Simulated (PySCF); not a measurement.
Input file:

```
{"job": {"kind": "nmr", "xc": "PBE0", "basis": "pcSseg-1"}, "charge": 0, "multiplicity": 1}
B      3.931632     0.205202    -0.590256
O      2.751513     0.611573    -0.238952
B      1.544726     0.959550     0.086373
C      0.308681     0.017372    -0.362424
C     -0.968723     0.703406    -0.288505
C     -2.025184     1.263985    -0.204966
C     -3.298164     1.950558    -0.115081
C      0.279970    -1.253303     0.516220
C     -0.737541    -2.270083     0.012656
H      4.393975     0.578867    -1.609643
H      4.529119    -0.527015     0.117046
H      1.372802     1.934254     0.727948
H      0.456779    -0.306793    -1.401504
H     -3.262322     2.702922     0.672973
H     -4.094381     1.241193     0.112069
H     -3.525479     2.442011    -1.061161
H      1.276333    -1.702425     0.520604
H      0.033776    -0.967552     1.541428
H     -0.477323    -2.609097    -0.988238
H     -1.727491    -1.821140    -0.023502
H     -0.771617    -3.136543     0.669728
```

Run with:

```sh
OMP_NUM_THREADS=1 python probes_run.py task.json out
```

Geometry: GFN2-xTB.

The calculation used PySCF 2.14.0, PBE0/pcSseg-1, SCF density, gas phase, non-relativistic.

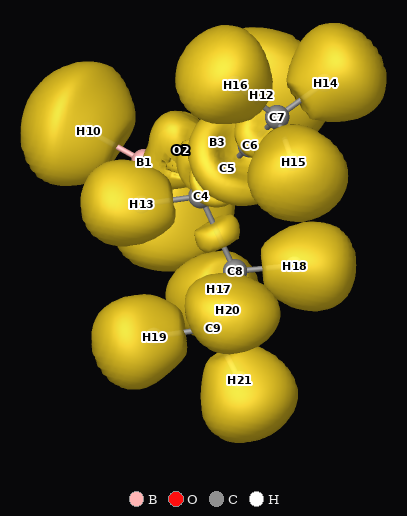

C6H12B2O (SMILES BOB[C@H](C#CC)CC). Isosurface of the ELF at 0.8 (yellow), seen at an oblique angle. Only the valence region is drawn (cores and ρ < 0.01 e/Å³ removed).

Question: Where are the electrons localised?

Answer: The ELF exceeds this value in one region between bonded B–C atoms (shared pairs), five regions between bonded C–C atoms (shared pairs), twelve regions around hydrogen nuclei and one region on O in which the atom's valence shell and bonds are merged.

Values along the shortest contacts:
C–C (1.20 Å): the ELF peaks at about 0.80 between the atoms; a multiple bond. B–O (1.30 Å): the ELF peaks at about 0.90 between the atoms (a polar covalent bond).
